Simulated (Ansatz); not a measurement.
**MgTl (Pm-3m): relaxing the cell for a phonon run**

Aim: bring MgTl (Pm-3m) to small forces and stress, as phonons need.

Main program and level: Ansatz 0.2.0; DFT PBEsol, scalar-relativistic, plane waves, PAW.

The database entry behind the starting cell differs from later determinations by our own check (0.1 to 0.3 % short, probably kX units), so it need not match the best structure at ambient conditions.

### Step 1. The structure

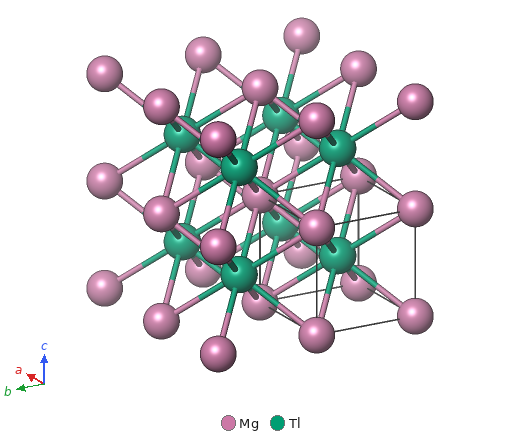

Start, viewed from a free direction; magnesium pink, thallium teal. 2×2×2 cells are drawn. Some periodic images of atoms are drawn too.

### Step 2. Probe on a coarse mesh

A quick single point on a coarse mesh tells whether the cell has a gap and how far it is from rest, which sets the k mesh and smearing that follow.

The input, input.yaml:

```yaml
crystal:
  lattice:
    - [3.628, 0.0, 0.0]
    - [0.0, 3.628, 0.0]
    - [0.0, 0.0, 3.628]
  atoms:
    - { symbol: Mg, position: [0.0, 0.0, 0.0] }
    - { symbol: Tl, position: [0.5, 0.5, 0.5] }
kpoints:
  mp_grid: { grid: [6, 6, 6] }
hamiltonian:
  xc: pbesol
scf:
  occupations: { method: gaussian, width: 0.1 }
output:
  forces: true
  stress: true
  eigenvalues: true
```

Run with:

```
> ansatz run input.yaml --threads 4 --pin off --max-ram 7168MiB --backend cpu --events-out ev --progress --plain --runs-dir out
```

Numbers of over 12 decimals in the logs are rounded to 6 here.

The log of the run:

```text
Engine: ansatz 0.2.0, aarch64-unknown-linux-gnu
Pseudopotentials: kind: paw
Pseudopotential: Mg, paw, valence charge 10, recommended cutoff 420 eV (normal), Mg.paw.azcp
Pseudopotential: Tl, paw, valence charge 13, recommended cutoff 420 eV (normal), Tl.paw.azcp
Functional definition: PBEsol
  exchange = pbesol_x
  correlation = pbesol_c
Crystal: 2 atoms, lattice volume = 47.753 Å³
[...]
--- Band table (eV; the first three rows and the last of 20) ---
  k-point 0: bands = [... 8 lower, -2.1562, -0.3773, 11.6877, 11.6877, 11.6877, 12.7430, 14.5338, 14.5338]
  k-point 1: bands = [... 8 lower, -2.1526, -0.0497, 8.9096, 12.0538, 12.0538, 13.6045, 14.6762, 17.1907]
  k-point 2: bands = [... 8 lower, -2.1455, 0.9151, 5.9740, 13.0450, 13.0450, 14.4140, 15.0440, 17.7863]
  k-point 19: bands = [... 8 lower, -1.9523, 5.6098, 8.9585, 8.9585, 8.9585, 11.3416, 11.3416, 11.3416]
[key lines of the parts left out:]
SCF converged after 6 iterations
Free energy (F): -13207.909139 eV
Fermi energy:    9.233594 eV
P = ⅓ Tr σ = 0.1344 GPa (1.344 kbar)
```

The job ended after 1.8 s (4 threads of Arm Neoverse N1, shared host; peak memory 0.29 GiB).

This step gave:

```
pressure          : 0.1344 GPa
volume per atom   : 23.88 Å³
gap on the k-mesh : 0 eV
```

The coarse mesh shows no gap and a pressure of 0.1 GPa.

### Step 3. Bringing the structure to rest

The cell and atoms are relaxed, since residual forces and stress would shift the frequencies.

input.yaml, the sections that differ from step 2:

```yaml
kpoints:
  mp_grid: { grid: [10, 10, 10] }
output:
  forces: true
  stress: true
  eigenvalues: true
  write_density: true
  write_potential: true
  elf: true
  volumetric_format: npy
relax:
  adjacent_minimum: "off"
  f_tol: 0.005
  max_steps: 80
  cell: { stress_tol: 0.05 }
# crystal, hamiltonian, scf: as in step 2
```

The log of the run:

```text
[...]
Crystal: 2 atoms, lattice volume = 47.753 Å³
Basis set: ecut = 420 eV, 925 PW (Γ), exchange–correlation on 50×50×50 points (8 copies of the dense FFT grid, shifted against one another)
Bands: 16, of which v1, the nominal top of the filled ones, is band 12 counted from 1 (11 counted from 0)
Symmetry: 48 space group operations
[...]
k-points: 56 of 1000
[...]
SCF iter   1: F=—  HF=-13207.908897 eV  |F-HF|=—  |Δ(HF+E_count)|=         —  Δρ=3.35e-3  dr2=8.10e-3  ethr=1.77e-3  ⟨swp⟩=5.3  Hψ=4440  notcnv=0
[...]
SCF iter   6: F=-13207.904282 eV  HF=-13207.904282 eV  |F-HF|=7.60e-9  |Δ(HF+E_count)|=   1.66e-8  Δρ=4.25e-6  dr2=1.01e-8  ethr=4.35e-10  ⟨swp⟩=9.6  Hψ=5694  notcnv=0
SCF 1 converged in 6 iterations: F = -13207.904282 eV  dr2 = 1.01e-8
[...]
relax step   1: F+E_penalty+E_count = -13207.90428164 eV  Δ(F+E_penalty+E_count) = +0.000e0 eV  max|allowed force component| = 5.581e-29 eV/Å  Δτ_max = 0.0000 Å  P = -0.291 GPa  Ω = 47.753 Å³  (6 SCF iters, dr2 threshold 1.00e-7 eV, accepted)
Crystal: 2 atoms, lattice volume = 47.439 Å³
[...]
iter 1 solved again at ethr=1.35e-7 eV; its pass at ethr=3.10e-3 eV (dr2=3.10e-5 eV) is discarded
[...]
SCF iter   4: F=-13207.904659 eV  HF=-13207.904659 eV  |F-HF|=7.84e-10  |Δ(HF+E_count)|=   2.64e-9  Δρ=6.12e-6  dr2=8.20e-9  ethr=8.70e-10  ⟨swp⟩=7.8  Hψ=5059  notcnv=0
SCF 2 converged in 4 iterations: F = -13207.904659 eV  dr2 = 8.20e-9
relax step   2: F+E_penalty+E_count = -13207.90465924 eV  Δ(F+E_penalty+E_count) = -3.776e-4 eV  max|allowed force component| = 1.689e-29 eV/Å  Δτ_max = 0.0000 Å  P = -0.036 GPa  Ω = 47.439 Å³  energy of the carried Pulay correction = +5.549e-5 eV  (4 SCF iters, dr2 threshold 2.00e-7 eV, accepted)
[...]
SCF iter   1: F=—  HF=-13207.904609 eV  |F-HF|=—  |Δ(HF+E_count)|=         —  Δρ=1.21e-5  dr2=2.16e-8  ethr=2.29e-7  ⟨swp⟩=3.0  Hψ=6831  notcnv=0
eigensolver tolerance schedule: the retry pair's looser diagonalisation over-reported the residual by 2440.22 of it (diagonalisation noise at 0.22 of the residual, at the tolerance the schedule requests for it); recorded, not acted on — ethr = c·dr2/N_el stays at c = 1.0e-1
[...]
SCF iter   2: F=—  HF=-13207.904605 eV  |F-HF|=—  |Δ(HF+E_count)|=   4.42e-6  Δρ=5.34e-6  dr2=4.47e-9  ethr=9.40e-11  ⟨swp⟩=2.2  Hψ=1560  notcnv=0
[...]
SCF iter   5: F=-13207.904605 eV  HF=-13207.904605 eV  |F-HF|=1.82e-12  |Δ(HF+E_count)|=  5.46e-12  Δρ=1.35e-7  dr2=5.04e-12  ethr=1.00e-12  ⟨swp⟩=5.8  Hψ=3525  notcnv=0
SCF 3 converged in 5 iterations: F = -13207.904605 eV  dr2 = 5.04e-12
relax step   3: F+E_penalty+E_count = -13207.90460497 eV  Δ(F+E_penalty+E_count) = +5.427e-5 eV  max|allowed force component| = 1.288e-29 eV/Å  Δτ_max = 0.0000 Å  P = -0.036 GPa  Ω = 47.439 Å³  stress off target by 3.60e-2 GPa  SCF on the basis re-selected at this cell (its energy is not comparable with the rows above)  (5 SCF iters)
basis re-selected at this cell: Δ(F+E_penalty+E_count) = +5.427e-5 eV, ΔP = +0.000 GPa vs the last step (what re-selecting the basis moved, of the pressure what is left beyond the Pulay correction that the steps carried, after the strain that the cell walked since its last selection, with what the two solves' SCF thresholds leave and, on support functions, any second-order correction that the steps lacked; it is no m [...]
SCF converged after 5 iterations
Free energy (F): -13207.904605 eV
[...]
Internal energy: -13207.900111 eV  (E = F + TS)
E sigma→0 (E₀):  -13207.902358 eV
Entropy (-TS):   -0.004494 eV (-2.247 meV/atom)
Fermi energy:    9.325740 eV
[...]
--- Stress (GPa, compression-positive) ---
       -0.035986      -0.000000       0.000000
       -0.000000      -0.035986       0.000000
        0.000000       0.000000      -0.035986
  P = ⅓ Tr σ = -0.0360 GPa (-0.360 kbar)
--- Band table (eV; the first three rows and the last of 56) ---
  k-point 0: bands = [... 8 lower, -2.0758, -0.3331, 11.7789, 11.7789, 11.7789, 12.8798, 14.6282, 14.6282]
  k-point 1: bands = [... 8 lower, -2.0744, -0.2149, 10.2977, 11.9133, 11.9133, 13.4648, 14.6797, 15.7913]
  k-point 2: bands = [... 8 lower, -2.0707, 0.1427, 8.3585, 12.3042, 12.3042, 13.8627, 14.8284, 18.1314]
  k-point 55: bands = [... 8 lower, -1.8676, 5.7166, 9.0337, 9.0337, 9.0337, 11.4309, 11.4309, 11.4309]
--- Relaxed structure (2 steps of the walk, 2 accepted, 1 SCFs on fresh bases) ---
  F+E_penalty+E_count = -13207.90460497 eV   max|allowed force component| = 1.288e-29 eV/Å   (the final SCF, on the basis selected at the relaxed cell)
  cell:  # Å, volume = 47.4392 Å³
    - [3.620032, 0, 0]
    - [0, 3.620032, 0.0]
    - [0, 0, 3.620032]
  atoms:
    - { symbol: Mg, position: [0, 0, 0] }
    - { symbol: Tl, position: [0.500000, 0.500000, 0.500000] }
```

It took 9.6 s on 4 threads; peak memory 0.35 GiB; 16 s of CPU time.

Relaxation path:

```csv
step,energy less that of the first step (eV),largest force component (eV/Å),pressure (GPa),volume (Å³)
1,0.0000,0.0000,-0.29,47.75
2,-0.0004,0.0000,-0.04,47.44
3*,-0.0003,0.0000,-0.04,47.44
```

Relaxation steps marked * repeat the geometry before them on a plane-wave basis chosen anew for their cell, so energy and pressure can jump there.

The run keeps the 48 symmetry operations that it works with, so distortions that break them were not tested.

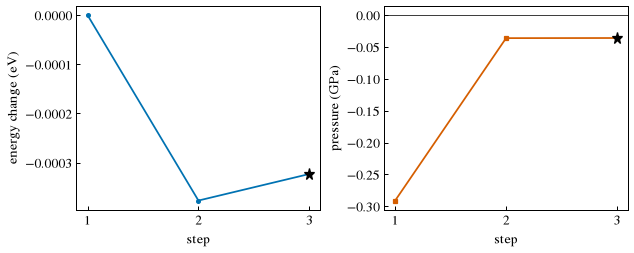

Energy and pressure along the relaxation. Stars mark steps on a basis chosen anew.

```csv
"conventional cell, symmetrised",before,after,change
a (Å),3.628,3.620,-0.2 %
b (Å),3.628,3.620,-0.2 %
c (Å),3.628,3.620,-0.2 %
volume (Å³/atom),23.88,23.72,-0.7 %
```

Final coordinates:

```xyz
2
Lattice="3.6200 0.0000 0.0000 0.0000 3.6200 0.0000 0.0000 0.0000 3.6200" Properties=species:S:1:pos:R:3 pbc="T T T"
Mg    0.0000    0.0000    0.0000
Tl    1.8100    1.8100    1.8100
```

This step gave:

| Property | Result |
| --- | --- |
| pressure | -0.03599 GPa |
| volume per atom | 23.72 Å³ |

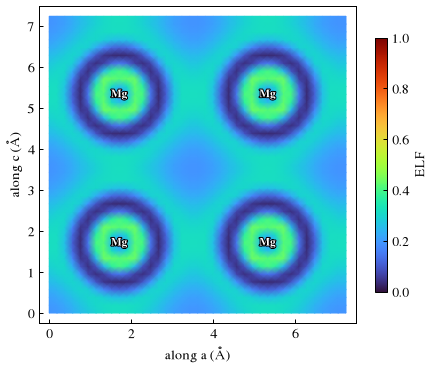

ELF in the ac plane at fractional y = 0.000, with atoms of Mg within 0.2 Å of it. It is the smooth field of the valence electrons, not physical close to the nuclei. The map starts off the cell's origin, so that atoms lie inside it.

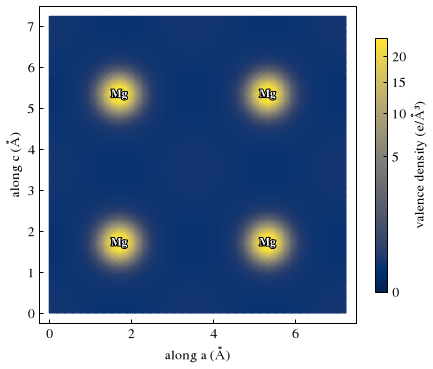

Valence density in the ac plane at fractional y = 0.000, with atoms of Mg within 0.2 Å of it. It is the smooth field of the valence electrons, not physical close to the nuclei. The map starts off the cell's origin, so that atoms lie inside it. The colour scale is stretched toward low values.

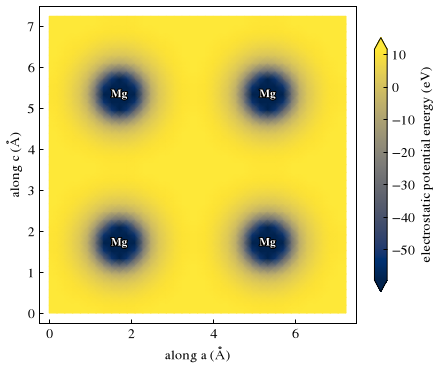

Electrostatic potential energy in the ac plane at fractional y = 0.000, with atoms of Mg within 0.2 Å of it. With pseudopotentials it is smooth inside the atoms' cores, unlike the true potential. The map starts off the cell's origin, so that atoms lie inside it.

In this step the volume went from 23.88 to 23.72 Å³/atom.

### Step 4. Tight relaxation

Phonons need a cell at rest on their own settings, so the relaxation is repeated with tight tolerances on forces and stress, using the mesh and the filling of the phonon run that follows.

input.yaml, the sections that differ from step 3:

```yaml
crystal:
  lattice:
    - [3.6200323945, 0.0, 0.0]
    - [0.0, 3.6200323945, 0.0]
    - [0.0, 0.0, 3.6200323945]
  atoms:
    - { symbol: Mg, position: [0.0, 0.0, 0.0] }
    - { symbol: Tl, position: [0.5, 0.5, 0.5] }
kpoints:
  mp_grid: { grid: [12, 12, 12] }
scf:
  occupations: { method: methfessel_paxton, width: 0.15 }
relax:
  adjacent_minimum: "off"
  f_tol: 0.001
  max_steps: 60
  cell: { stress_tol: 0.01 }
# hamiltonian, output: as in step 3
```

The log of the run:

```text
[...]
Crystal: 2 atoms, lattice volume = 47.439 Å³
Basis set: ecut = 420 eV, 925 PW (Γ), exchange–correlation on 50×50×50 points (8 copies of the dense FFT grid, shifted against one another)
Bands: 16, of which v1, the nominal top of the filled ones, is band 12 counted from 1 (11 counted from 0)
Symmetry: 48 space group operations
[...]
k-points: 84 of 1728
[...]
k-point 83: bands = [... 8 lower, -1.8939, 5.6837, 9.0106, 9.0106, 9.0106, 11.4034, 11.4034, 11.4034]
--- Relaxed structure (2 steps of the walk, 2 accepted, 1 SCFs on fresh bases) ---
[...]
cell:  # Å, volume = 47.5355 Å³
    - [3.622481, 0, 0]
    - [0, 3.622481, 0.0]
    - [0, 0.0, 3.622481]
  atoms:
    - { symbol: Mg, position: [0, 0, 0] }
    - { symbol: Tl, position: [0.5, 0.5, 0.5] }
[key lines of the parts left out:]
SCF converged after 6 iterations
Free energy (F): -13207.897636 eV
Fermi energy:    9.303212 eV
P = ⅓ Tr σ = 0.0097 GPa (0.097 kbar)
```

The job ended after 14 s (4 threads; peak memory 0.38 GiB; 24 s of CPU time).

Little changed from the start: no atom moved by 0.005 Å and no cell edge by 0.1 %.

Numbers from this step:

```yaml
pressure: 0.009722 GPa
volume_per_atom: 23.77 Å³
```

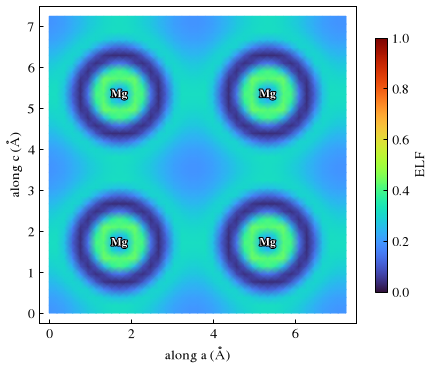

ELF in the ac plane at fractional y = 0.000, with atoms of Mg within 0.2 Å of it. It is the smooth field of the valence electrons, not physical close to the nuclei. The map starts off the cell's origin, so that atoms lie inside it.

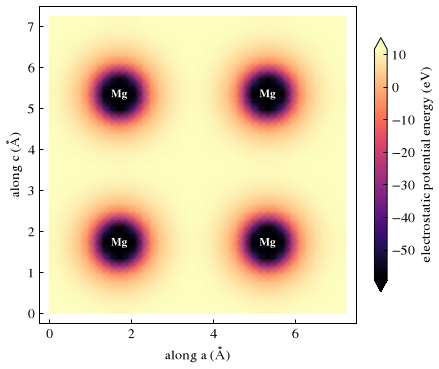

Electrostatic potential energy in the ac plane at fractional y = 0.000, with atoms of Mg within 0.2 Å of it. With pseudopotentials it is smooth inside the atoms' cores, unlike the true potential. The map starts off the cell's origin, so that atoms lie inside it.

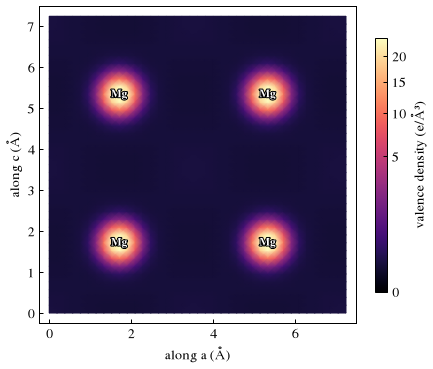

Valence density in the ac plane at fractional y = 0.000, with atoms of Mg within 0.2 Å of it. It is the smooth field of the valence electrons, not physical close to the nuclei. The map starts off the cell's origin, so that atoms lie inside it. The colour scale is stretched toward low values.

The forces vanish by symmetry and the pressure is 0.010 GPa, within the tolerances set. The cell now holds 23.77 Å³/atom.

### Step 5. What came out

| Item | Value |
| --- | --- |
| space group after relaxation (within 0.01 Å) | Pm-3m |
| lattice constant a | 3.622 Å |
| lattice constant b | 3.622 Å |
| lattice constant c | 3.622 Å |
| volume per atom | 23.8 Å³ |

**Reading.** The forces vanish by symmetry and the pressure is 0.010 GPa, within the tolerances set. The cell now holds 23.77 Å³/atom. The relaxation keeps the symmetry of its start, so it says nothing on stability against lower symmetry. The runs are without spin polarisation, although the cell has an odd electron count. Spin-orbit coupling is left out, which can matter for the heavy elements here.

[Logs are printed without paths, hosts, clocks, repeated set-up lines and the standing remarks that a program may print on its own settings, such as how far it seeks lower states.]

[Hosts, paths, dates, database ids (printed as entryN), source tags and the programs' standing remarks are cut or masked in the printed files.]
